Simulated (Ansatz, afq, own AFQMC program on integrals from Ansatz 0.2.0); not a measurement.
# AlH3F (doublet): quantum Monte Carlo beside coupled cluster at distance Al1–H4 along a hydrogen transfer = 1.723 Å, cc-pVTZ

How near does AFQMC come to the top of the ladder for AlH3F (doublet)?

Method: cc-pVTZ, frozen cores; program: Ansatz 0.2.0, Gaussian basis, and an in-house AFQMC program (afq) on its integrals; all values are calculated.

To be run: PBE (unrestricted); r2SCAN (unrestricted); CCSD(T) on UHF; PBE0 (unrestricted); B3LYP (unrestricted); wB97M-V (unrestricted); B2PLYP (unrestricted); Phaseless AFQMC, CISD trial on UHF.

**1. What is computed**

The geometry derives from fragments relaxed apart (PBE0/def2-TZVP) and kept rigid, so it is no stationary point. A hydrogen atom is moved between rigid fragments.

5 atoms, charge 0, spin multiplicity 2.

Atoms are counted from 1 here; the program's logs count them from 0.

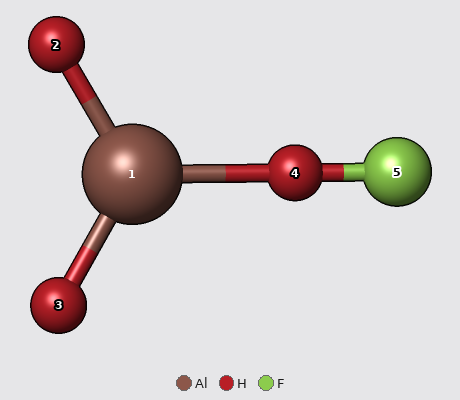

The geometry (aluminium brown, hydrogen red, fluorine green); atoms are numbered from 1 in the order of the file.

**2. PBE (unrestricted)**

Contents of in.yaml:

```yaml
crystal:
  periodic: [false, false, false]
  atoms:
    - {symbol: Al, position_ang: [-1.090687, 0.000000, 0.000000]}
    - {symbol: H, position_ang: [-1.883611, 1.373384, 0.000000]}
    - {symbol: H, position_ang: [-1.883611, -1.373384, 0.000000]}
    - {symbol: H, position_ang: [0.632313, 0.000000, 0.000000]}
    - {symbol: F, position_ang: [1.715313, 0.000000, 0.000000]}
basis:
  gaussian: {orbitals: cc-pVTZ}
magnetization: {spin_polarized: true, initial_magnetization: 1}
hamiltonian: {xc: {name: PBE}}
output: {orbitals: {seedname: orbitals}}
```

Launch:

```
$ ansatz run in.yaml --threads 1 --pin off --events-out ev --progress --plain --max-ram 5632MiB --backend cpu
```

What it wrote:

```text
Functional definition: PBE
  name "PBE"
  cite "Perdew, Burke & Ernzerhof, Phys. Rev. Lett. 77, 3865 (1996) doi:10.1103/PhysRevLett.77.3865"
  parent pbe
  parameter kappa = 0.804
  parameter beta = 0.06672455060314922
  exchange = pbe_x(kappa = kappa, mu = beta*pi^2/3)
  correlation = pbe_c(beta = beta)
599 factors; their error is unknown
mean field evaluation 1: about -9352.8037 eV, gradient 2.5e1 eV
mean field evaluation 2: about -9330.9369 eV, gradient 8.4e1 eV
mean field evaluation 4: about -9355.0274 eV, gradient 3.6e0 eV
mean field evaluation 8: about -9355.0953 eV, gradient 3.1e-2 eV
mean field evaluation 16: about -9355.0790 eV, gradient 2.1e-5 eV
mean field -9355.07902476 eV, -343.7928130595 hartree, gradient 2.1e-5 eV, S^2 0.751712; 0 other end points of the search recorded, 0 dependent functions left out
reference -9355.07906853 eV, -343.7928146683 hartree; 13, 12 occupied and 93, 94 virtual orbitals, 599 factors
Total energy: -9355.07906853 eV, -343.7928146683 hartree
```

It took 1.5 s on 1 thread of AMD EPYC 7R13 (Zen 3), shared host; peak memory 1.9 GiB.

From the report: ⟨S²⟩ of the determinant 0.752 (pure doublet: 0.75).

**3. r2SCAN (unrestricted)**

Edit in.yaml of step 2 so:

```diff
@@ -11,3 +11,2 @@
 magnetization: {spin_polarized: true, initial_magnetization: 1}
-hamiltonian: {xc: {name: PBE}}
-output: {orbitals: {seedname: orbitals}}
+hamiltonian: {xc: {name: r2SCAN}}
```

The command is unchanged.

What it wrote:

```text
Functional definition: r2SCAN
  name "r2SCAN"
  cite "Furness, Kaplan, Ning, Perdew & Sun, J. Phys. Chem. Lett. 11, 8208 (2020) doi:10.1021/acs.jpclett.0c02405"
  cite "Furness, Kaplan, Ning, Perdew & Sun, J. Phys. Chem. Lett. 11, 9248 (2020) doi:10.1021/acs.jpclett.0c03077"
  parent r2scan
  parameter k0 = 0.174
  parameter k1 = 0.065
  parameter a1 = 4.9479
  exchange = r2scan_x(k0 = k0, k1 = k1, a1 = a1)
  correlation = r2scan_c
599 factors; their error is unknown
mean field evaluation 1: about -9357.6608 eV, gradient 2.4e1 eV
mean field evaluation 2: about -9348.2480 eV, gradient 5.9e1 eV
mean field evaluation 4: about -9359.6273 eV, gradient 1.5e0 eV
mean field evaluation 8: about -9359.6392 eV, gradient 3.7e-2 eV
mean field evaluation 16: about -9359.6228 eV, gradient 3.8e-5 eV
mean field -9359.62279409 eV, -343.9597935027 hartree, gradient 3.8e-5 eV, S^2 0.754368; 0 other end points of the search recorded, 0 dependent functions left out
reference -9359.62281077 eV, -343.9597941157 hartree; 13, 12 occupied and 93, 94 virtual orbitals, 599 factors
Total energy: -9359.62281077 eV, -343.9597941157 hartree
```

Wall time 3.1 s (1 thread of AMD EPYC 7R13 (Zen 3), shared host); peak memory 1.9 GiB.

From the report: ⟨S²⟩ of the determinant 0.754 (pure doublet: 0.75).

**4. CCSD(T) on UHF**

Edit in.yaml of step 3 so:

```diff
@@ -11,2 +11,2 @@
 magnetization: {spin_polarized: true, initial_magnetization: 1}
-hamiltonian: {xc: {name: r2SCAN}}
+correlation: {method: ccsd_t, electrons: outside_noble_gas, hamiltonian_folder: ham}
```

Launch:

```
$ ansatz run in.yaml --threads 1 --pin off --events-out ev --progress --plain --max-ram 16896MiB --backend cuda --devices 0, --max-vram 18GiB
```

What it wrote, cut to the lines that bear on the results:

```text
Functional definition: HF
  name "HF"
  cite "Fock, Z. Phys. 61, 126 (1930) doi:10.1007/BF01340294"
  parent pbe
[...]
641 factors; integrals over basis functions are off by at most 1.9e-3 eV
[...]
mean field -9334.92987284 eV, -343.0523453841 hartree, gradient 2.0e-6 eV, S^2 0.765981; 1 other end points of the search recorded, 0 dependent functions left out
determinant -9334.92987284 eV, -343.0523453841 hartree, with singles and doubles -9345.17966444 eV, -343.4290182779 hartree
determinant -9331.81967941 eV, -342.9380478838 hartree, with singles and doubles -9342.45311779 eV, -343.3288195366 hartree
6 core orbitals not correlated: weight in the atoms' cores, before any rotation towards them, 1.000 or more for the frozen orbitals, at most 0.000 for the correlated occupied ones
reference -9334.92987284 eV, -343.0523453841 hartree; 7, 6 occupied and 93, 94 virtual orbitals, 641 factors
second order -9.61925597 eV of doubles, -0.00000000 eV of singles
cycle   1  -10.15308661 eV  change    -1.2e0 eV  update   2.3e-2
[...]
cycle   9  -10.18092684 eV  change    2.7e-6 eV  update   1.2e-5
perturbative correction -0.26919186 eV, -0.0098926183 hartree
Total energy: -9345.37999154 eV, -343.4363801629 hartree
```

It took 5.5 s on 1 × NVIDIA H100 80GB HBM3 with 1 thread of AMD EPYC 7R13 (Zen 3), shared host; peak host memory 1.9 GiB.

From the report: ⟨S²⟩ of the determinant 0.766 (pure doublet: 0.75); correlation -10.4501 eV; T1 0.016; largest double amplitude 0.03.

This run also writes the integrals to the folder ham.

**5. PBE0 (unrestricted)**

Edit in.yaml of step 4 so:

```diff
@@ -11,2 +11,3 @@
 magnetization: {spin_polarized: true, initial_magnetization: 1}
-correlation: {method: ccsd_t, electrons: outside_noble_gas, hamiltonian_folder: ham}
+hamiltonian: {xc: {name: PBE0}}
+output: {orbitals: {seedname: orbitals}}
```

Launch:

```
$ ansatz run in.yaml --threads 1 --pin off --events-out ev --progress --plain --max-ram 5632MiB --backend cpu
```

What it wrote:

```text
Functional definition: PBE0
  name "PBE0"
  cite "Adamo & Barone, J. Chem. Phys. 110, 6158 (1999) doi:10.1063/1.478522"
  cite "Perdew, Burke & Ernzerhof, Phys. Rev. Lett. 77, 3865 (1996) doi:10.1103/PhysRevLett.77.3865"
  parent pbe
  parameter a = 0.25
  parameter kappa = 0.804
  parameter beta = 0.06672455060314922
  exchange = (1 - a)*pbe_x(kappa = kappa, mu = beta*pi^2/3) + a*exact_x
  correlation = pbe_c(beta = beta)
611 factors; their error is unknown
mean field evaluation 1: about -9353.8589 eV, gradient 2.3e1 eV
mean field evaluation 2: about -9350.2064 eV, gradient 4.3e1 eV
mean field evaluation 4: about -9355.6372 eV, gradient 5.7e-1 eV
mean field evaluation 8: about -9355.6563 eV, gradient 1.2e-1 eV
mean field evaluation 16: about -9355.6563 eV, gradient 7.1e-5 eV
mean field -9355.65634002 eV, -343.8140290041 hartree, gradient 7.1e-5 eV, S^2 0.753597; 0 other end points of the search recorded, 0 dependent functions left out
reference -9355.65637267 eV, -343.8140302038 hartree; 13, 12 occupied and 93, 94 virtual orbitals, 611 factors
Total energy: -9355.65637267 eV, -343.8140302038 hartree
```

Wall time 1.6 s (1 thread of AMD EPYC 7R13 (Zen 3), shared host); peak memory 1.9 GiB.

From the report: ⟨S²⟩ of the determinant 0.754 (pure doublet: 0.75).

**6. B3LYP (unrestricted)**

Edit in.yaml of step 5 so:

```diff
@@ -11,3 +11,2 @@
 magnetization: {spin_polarized: true, initial_magnetization: 1}
-hamiltonian: {xc: {name: PBE0}}
-output: {orbitals: {seedname: orbitals}}
+hamiltonian: {xc: {name: B3LYP}}
```

Launched as before.

What it wrote, cut to the lines that bear on the results:

```text
Functional definition: B3LYP
  name "B3LYP"
  cite "Stephens, Devlin, Chabalowski & Frisch, J. Phys. Chem. 98, 11623 (1994) doi:10.1021/j100096a001"
  cite "Becke, Phys. Rev. A 38, 3098 (1988) doi:10.1103/PhysRevA.38.3098"
  cite "Lee, Yang & Parr, Phys. Rev. B 37, 785 (1988) doi:10.1103/PhysRevB.37.785"
  cite "Vosko, Wilk & Nusair, Can. J. Phys. 58, 1200 (1980) doi:10.1139/p80-159"
[...]
611 factors; their error is unknown
[...]
mean field -9362.33244522 eV, -344.0593713448 hartree, gradient 1.1e-5 eV, S^2 0.753035; 0 other end points of the search recorded, 0 dependent functions left out
reference -9362.33268041 eV, -344.0593799882 hartree; 13, 12 occupied and 93, 94 virtual orbitals, 611 factors
Total energy: -9362.33268041 eV, -344.0593799882 hartree
```

It took 1.6 s on 1 thread of AMD EPYC 7R13 (Zen 3), shared host; peak memory 1.9 GiB.

From the report: ⟨S²⟩ of the determinant 0.753 (pure doublet: 0.75).

**7. wB97M-V (unrestricted)**

Edit in.yaml of step 6 so:

```diff
@@ -11,2 +11,3 @@
 magnetization: {spin_polarized: true, initial_magnetization: 1}
-hamiltonian: {xc: {name: B3LYP}}
+hamiltonian: {xc: {name: wB97M-V}}
+output: {orbitals: {seedname: orbitals}}
```

The command is unchanged.

What it wrote, cut to the lines that bear on the results:

```text
Functional definition: wB97M-V
  name "wB97M-V"
  cite "Mardirossian & Head-Gordon, J. Chem. Phys. 144, 214110 (2016) doi:10.1063/1.4952647"
  cite "Becke, J. Chem. Phys. 107, 8554 (1997) doi:10.1063/1.475007"
  cite "Vydrov & Van Voorhis, J. Chem. Phys. 133, 244103 (2010) doi:10.1063/1.3521275"
  # Of w^i u^j: cxij and so on, Table III.
[...]
  gx(w, u) = 1 - cx + cx01*u + cx10*w
  gss(w, u) = css00 + css04*u^4 + css10*w + css20*w^2 + css43*w^4*u^3
  gos(w, u) = cos00 + cos10*w + (cos20 + cos21*u)*w^2 + (cos60 + cos61*u)*w^6
[...]
      + integral(e_c_pw_mod_opposite_spin*gos(b97_w_opposite, b97_u_opposite)) + vv10(b, c)
599 factors; their error is unknown
153 factors; integrals over basis functions are off by at most 3.1e-5 eV
[...]
mean field -9359.83989290 eV, -343.9677717367 hartree, gradient 3.4e-5 eV, S^2 0.752737; 0 other end points of the search recorded, 0 dependent functions left out
reference -9359.83994083 eV, -343.9677734982 hartree; 13, 12 occupied and 93, 94 virtual orbitals, 599 factors
Total energy: -9359.83994083 eV, -343.9677734982 hartree
```

Wall time 5.5 s (1 thread of AMD EPYC 7R13 (Zen 3), shared host); peak memory 1.9 GiB.

From the report: ⟨S²⟩ of the determinant 0.753 (pure doublet: 0.75).

**8. B2PLYP (unrestricted)**

Edit in.yaml of step 7 so:

```diff
@@ -11,3 +11,3 @@
 magnetization: {spin_polarized: true, initial_magnetization: 1}
-hamiltonian: {xc: {name: wB97M-V}}
-output: {orbitals: {seedname: orbitals}}
+hamiltonian: {xc: {name: B2PLYP}}
+correlation: {electrons: outside_noble_gas}
```

Launched as before.

What it wrote, cut to the lines that bear on the results:

```text
Functional definition: B2PLYP
  name "B2PLYP"
  cite "Grimme, J. Chem. Phys. 124, 034108 (2006) doi:10.1063/1.2148954"
  cite "Becke, Phys. Rev. A 38, 3098 (1988) doi:10.1103/PhysRevA.38.3098"
  cite "Lee, Yang & Parr, Phys. Rev. B 37, 785 (1988) doi:10.1103/PhysRevB.37.785"
[...]
641 factors; integrals over basis functions are off by at most 1.9e-3 eV
[...]
mean field -9353.61912885 eV, -343.7391628744 hartree, gradient 4.9e-6 eV, S^2 0.757642; 0 other end points of the search recorded, 0 dependent functions left out
6 core orbitals not correlated: weight in the atoms' cores, before any rotation towards them, 1.000 or more for the frozen orbitals, at most 0.000 for the correlated occupied ones
reference -9353.61927690 eV, -343.7391683152 hartree; 7, 6 occupied and 93, 94 virtual orbitals, 641 factors
second order -11.54492662 eV of doubles, -0.00000000 eV of singles
Total energy: -9356.73640709 eV, -343.8537207367 hartree
```

Wall time 2.3 s (1 thread of AMD EPYC 7R13 (Zen 3), shared host); peak memory 1.9 GiB.

From the report: ⟨S²⟩ of the determinant 0.758 (pure doublet: 0.75).

**9. Phaseless AFQMC, CISD trial on UHF**

It reads the integrals that the CCSD(T) run on this determinant wrote.

Launch:

```
$ afq ham --method phaseless --trial cisd --walkers 900 --populations 20 --least-time 60 --time-step 0.005 --steps-per-block 50 --equilibration-blocks 28 --max-blocks 4000 --target-error 0.00021 --factor-cut 1e-05 --start spin_pure --seed 6658 --release-times 0.24,0.51,0.99,1.62,2.4 --release-step 0.03 --release-every 3 --taylor-order 6
```

What it wrote:

```text
orbitals 100  electrons 7 6  factors 634 of 641
reference energy -343.05234538 Eh
CCSD correlation -0.37414207 Eh in 13 cycles, weight of the determinant in the CISD state 0.8898
energy of the start -343.425519 Eh
 block  time / (1/Eh)  mean weight  energy / Eh
     1     0.250  0.9985  -343.425443
     2     0.500  1.0005  -343.429089
     3     0.750  1.0007  -343.432651
     4     1.000  1.0000  -343.432680
     5     1.250  1.0003  -343.433452
     6     1.500  0.9998  -343.434279
     7     1.750  0.9994  -343.435666
     8     2.000  1.0012  -343.435469
     9     2.250  0.9998  -343.436155
    10     2.500  0.9996  -343.436143
    13     3.250  1.0004  -343.436575
    16     4.000  1.0011  -343.437661
    19     4.750  0.9999  -343.439933
    22     5.500  1.0007  -343.438204
    25     6.250  1.0004  -343.438783
    28     7.000  0.9987  -343.437963
    31     7.750  0.9990  -343.436903
    34     8.500  1.0004  -343.437210
    37     9.250  1.0002  -343.437822
    40    10.000  0.9995  -343.437824
    43    10.750  1.0010  -343.437444
    46    11.500  1.0003  -343.434229
    49    12.250  0.9998  -343.437575
    52    13.000  1.0010  -343.434385
    55    13.750  1.0000  -343.437084
    58    14.500  0.9992  -343.437445
    61    15.250  0.9989  -343.437386
    64    16.000  1.0008  -343.438755
    67    16.750  0.9980  -343.436800
    70    17.500  1.0007  -343.434720
    73    18.250  1.0004  -343.435929
    76    19.000  1.0014  -343.437516
    79    19.750  1.0007  -343.439323
    82    20.500  0.9987  -343.438659
    85    21.250  1.0008  -343.437725
    88    22.000  1.0001  -343.437973
    91    22.750  1.0000  -343.439355
    94    23.500  1.0003  -343.439352
    97    24.250  1.0005  -343.436213
   100    25.000  1.0002  -343.439549
   103    25.750  1.0010  -343.439803
   106    26.500  1.0003  -343.436639
   109    27.250  0.9996  -343.436871
   112    28.000  1.0000  -343.435573
   115    28.750  1.0007  -343.435743
   118    29.500  1.0004  -343.437919
   121    30.250  1.0001  -343.439808
   124    31.000  0.9999  -343.436822
   127    31.750  1.0001  -343.438190
   130    32.500  1.0002  -343.436742
   133    33.250  1.0004  -343.439755
   136    34.000  0.9977  -343.436295
error from the spread of 20 populations
released: time / (1/Eh)  energy / Eh  error  mean overlap
  0.24  -343.437278  0.000239  0.9928
  0.51  -343.436988  0.000241  0.9932
  0.99  -343.437549  0.000247  0.9766
  1.62  -343.437373  0.000314  0.9661
  2.40  -343.437212  0.000439  0.9423
energy -343.437109 +/- 0.000204 Eh
```

Wall time 3.2 min (1 × NVIDIA H100 80GB HBM3 with 2 threads of AMD EPYC 7R13 (Zen 3), shared host); peak host memory 1.9 GiB.

Energy -9345.3998 ± 0.0056 eV. Caveats: constraint bias not in the error.

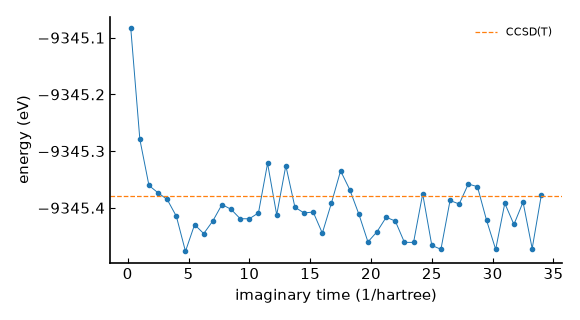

Block energies along the walk.

**10. AFQMC on the ladder**

On the UHF determinant, counted from CCSD(T) (a yardstick, not exact):

```csv
level,energy (eV),from CCSD(T) (meV),statistical error (meV),time
HF,-9334.9299,+10450.1,,
MP2,-9344.5491,+830.9,,
CCSD,-9345.1108,+269.2,,
CCSD(T),-9345.3800,0.0,,
"Phaseless AFQMC, CISD trial, step 0.005, 900 walkers",-9345.3998,-19.8,5.6,3.2 min
```

The functionals' totals stand on their own zeros and serve differences with other points: PBE -9355.079 eV; r2SCAN -9359.623 eV; PBE0 -9355.656 eV; B3LYP -9362.333 eV; wB97M-V -9359.840 eV; B2PLYP -9356.736 eV.

**11. What came out**

| quantity | value |
| --- | --- |
| Phaseless AFQMC, CISD trial on UHF from CCSD(T) | -19.8 ± 5.6 meV |

On UHF the phaseless walk with the CISD trial lies -19.8 meV from CCSD(T), 4 times its error bar. Error bars are statistical and leave out the constraint, the time step and what remains of the start.
